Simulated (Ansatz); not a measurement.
**PH (SMILES [PH]): UBCCD(T)/cc-pVTZ**

Aim: the vertical ionisation energy of PH at UBCCD(T)/cc-pVTZ, from 2 runs. 

The results are computed with Ansatz 0.2.0.

30 further runs of the same task are left out: 30 set aside as unsound or not needed.

## (1) The molecule

PH: 2 atoms, total charge 0, spin state triplet. SMILES: `[PH]`. The shape is that of a PBE0-D4/def2-TZVP optimisation.

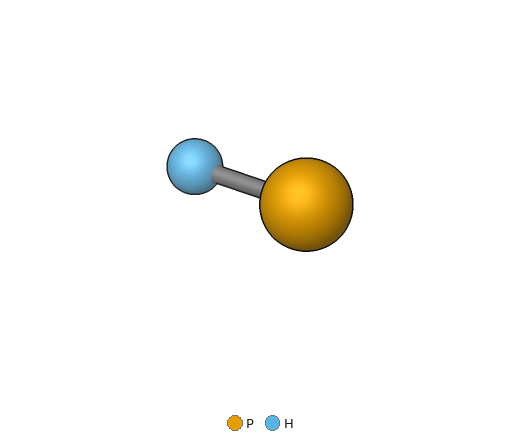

Viewed from a chosen angle; phosphorus amber, hydrogen blue.

## (2) A single-point energy at UBCCD(T)/cc-pVTZ

File job.yaml:

```yaml
crystal:
  periodic: [false, false, false]
  atoms:
    - symbol: P
      position_ang: [-0.000000, -0.000000, -0.014610]
    - symbol: H
      position_ang: [0.000000, 0.000000, 1.413680]
basis:
  gaussian:
    orbitals: cc-pVTZ
scf:
  omitted_lower_state_checks: [cluster_reference, increment]
accuracy: high
magnetization:
  spin_polarized: true
  initial_magnetization: 2
correlation:
  method: bccd_t
  frozen_orbitals: {H: 0, P: 5}
```

Run with:

```sh
$ ansatz run job.yaml --threads 1 --pin off --max-ram 3480MiB --events-out events.jsonl --progress --plain --runs-dir runs
```

Standard output, shortened:

```text
Warning: RAYON_NUM_THREADS=1 ignored (pool sized by the plan → 1); use --threads N
Functional definition: HF
  name "HF"
[...]
622 factors; integrals over basis functions are off by at most 3.8e-9 eV
[...]
mean field -9287.18353131 eV, -341.2976996966 hartree, gradient 1.3e-8 eV, S^2 2.027044; 0 other end points of the search recorded, 0 dependent functions left out
5 core orbitals not correlated: weight in the atoms' cores, before any rotation towards them, 1.000 or more for the frozen orbitals, at most 0.000 for the correlated occupied ones
reference -9287.18353131 eV, -341.2976996966 hartree; 4, 2 occupied and 39, 41 virtual orbitals, 622 factors
second order -2.89209226 eV of doubles, -0.00000000 eV of singles
cycle   1  -3.36579729 eV  change   -4.7e-1 eV  update   5.4e-2
[...]
cycle  21  -3.54022779 eV  change   4.9e-11 eV  update  4.6e-10
perturbative correction -0.12636142 eV, -0.0046436964 hartree
Total energy: -9290.85012052 eV, -341.4324443646 hartree
Checks for a lower state left out: cluster_reference, increment
```

It took 1.3 s on 1 thread of Arm Neoverse V2, shared host; peak memory 0.18 GiB.

## (3) The doublet cation at the same level

File job.yaml:

```yaml
crystal:
  periodic: [false, false, false]
  atoms:
    - {symbol: P, position_ang: [-0.000000, -0.000000, -0.014610]}
    - {symbol: H, position_ang: [0.000000, 0.000000, 1.413680]}
basis:
  gaussian: {orbitals: cc-pVTZ}
total_charge: 1
magnetization: {spin_polarized: true, initial_magnetization: 1}
correlation: {method: bccd_t, frozen_orbitals: {H: 0, P: 5}}
accuracy: high
scf: {omitted_lower_state_checks: [cluster_reference, increment]}
```

Run with:

```sh
$ ansatz run job.yaml --threads 1 --pin off --max-ram 3480MiB --events-out events.jsonl --progress --plain --runs-dir runs
```

Standard output, shortened:

```text
Warning: RAYON_NUM_THREADS=1 ignored (pool sized by the plan → 1); use --threads N
[... 2 set-up lines as earlier in the session ...]
[...]
622 factors; integrals over basis functions are off by at most 3.8e-9 eV
[...]
mean field -9277.52440418 eV, -340.9427333217 hartree, gradient 7.4e-8 eV, S^2 0.793202; 6 other end points of the search recorded, 0 dependent functions left out
5 core orbitals not correlated: weight in the atoms' cores, before any rotation towards them, 1.000 or more for the frozen orbitals, at most 0.000 for the correlated occupied ones
reference -9277.52440418 eV, -340.9427333217 hartree; 3, 2 occupied and 40, 41 virtual orbitals, 622 factors
second order -2.41248915 eV of doubles, -0.00000000 eV of singles
cycle   1  -2.88919594 eV  change   -4.8e-1 eV  update   5.8e-2
[...]
cycle  30  -3.13424203 eV  change  -1.2e-10 eV  update  1.0e-10
perturbative correction -0.08870972 eV, -0.0032600221 hartree
Total energy: -9280.74735593 eV, -341.0611746140 hartree
Checks for a lower state left out: cluster_reference, increment
```

Run time: 1.6 s. Hardware: 1 thread of Arm Neoverse V2, shared host; peak memory 0.17 GiB.

## (4) Outcome

Level: UBCCD(T)/cc-pVTZ, 5 core orbitals frozen.

| quantity | value |
| --- | --- |
| triplet PH: total energy | -341.43244 Eh |
| triplet PH: correlation energy (5 core orbitals frozen) | -134.7 mEh |
| triplet PH: (T) correction | -4.64 mEh |
| triplet PH: ⟨S²⟩ of the reference determinant | 2.027 |
| doublet cation: total energy | -341.06117 Eh |
| doublet cation: correlation energy (5 core orbitals frozen) | -118.4 mEh |
| doublet cation: (T) correction | -3.26 mEh |
| doublet cation: ⟨S²⟩ of the reference determinant | 0.793 |
| vertical ionisation energy (to the doublet cation) | 10.103 eV |

**Reading.** Removing an electron at fixed nuclei costs 10.10 eV (975 kJ/mol). The triples (triplet PH) make up 3.4 % of the correlation energy. The triples (doublet cation) make up 2.8 % of the correlation energy.
